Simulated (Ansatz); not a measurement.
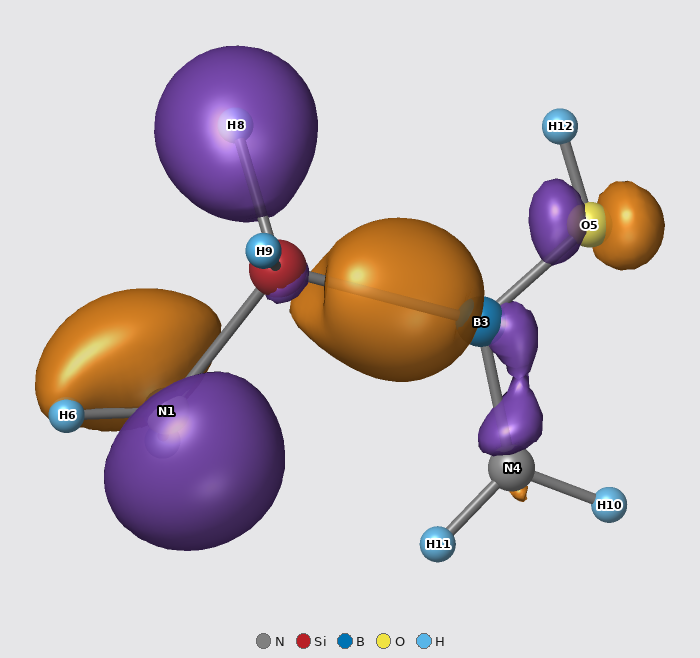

*BH$_{7}$N$_{2}$OSi (SMILES N[SiH2]B(N)O). The HOMO at ±0.15 Å⁻³ᐟ² (orange and purple are the two phases), seen at an oblique angle.*

Geometry: PBE0-D4/def2-TZVP.

Computed with Ansatz, RKS PBE0-D4/def2-TZVPP.

```json
{"atom": "N", "x (Å)": "-1.9269", "y (Å)": "0.0682", "z (Å)": "-0.1758"}
{"atom": "Si", "x (Å)": "-0.6107", "y (Å)": "0.0237", "z (Å)": "0.9559"}
{"atom": "B", "x (Å)": "1.1146", "y (Å)": "-0.0237", "z (Å)": "-0.1126"}
{"atom": "N", "x (Å)": "1.0378", "y (Å)": "-0.4814", "z (Å)": "-1.4322"}
{"atom": "O", "x (Å)": "2.3454", "y (Å)": "0.3650", "z (Å)": "0.3619"}
{"atom": "H", "x (Å)": "-2.8583", "y (Å)": "-0.1281", "z (Å)": "0.1575"}
{"atom": "H", "x (Å)": "-1.9547", "y (Å)": "0.8313", "z (Å)": "-0.8353"}
{"atom": "H", "x (Å)": "-0.5876", "y (Å)": "1.1517", "z (Å)": "1.9496"}
{"atom": "H", "x (Å)": "-0.8149", "y (Å)": "-1.2063", "z (Å)": "1.7755"}
{"atom": "H", "x (Å)": "1.8398", "y (Å)": "-0.5515", "z (Å)": "-2.0379"}
{"atom": "H", "x (Å)": "0.1745", "y (Å)": "-0.8076", "z (Å)": "-1.8295"}
{"atom": "H", "x (Å)": "2.3178", "y (Å)": "0.7036", "z (Å)": "1.2569"}
```

What is the character of this orbital?

Its weight (Hirshfeld) is mainly on N1 (about 40 %), Si2 (about 20 %), H8 (about 15 %) and B3 (about 10 %). Its energy is −7.15 eV.
